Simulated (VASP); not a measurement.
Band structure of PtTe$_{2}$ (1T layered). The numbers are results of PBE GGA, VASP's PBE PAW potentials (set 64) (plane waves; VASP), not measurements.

Unless said otherwise, spin-orbit coupling is left out, though it shifts the bands of the heavy elements here.

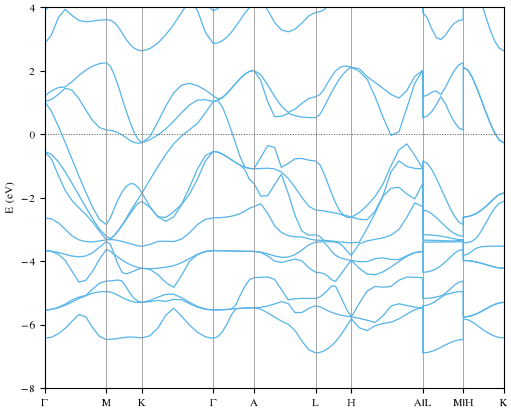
Bands along high-symmetry lines, zero at the valence-band maximum or, without a gap, the Fermi level

Task: Read the plot: is there a gap, and where are the band edges?

Result: It has no gap at this level: it comes out as a metal or semimetal. (Edges off the drawn lines would not show.)

The compound is PtTe2 in the 1T layered structure. It was relaxed first, which changed the volume by +6 %.
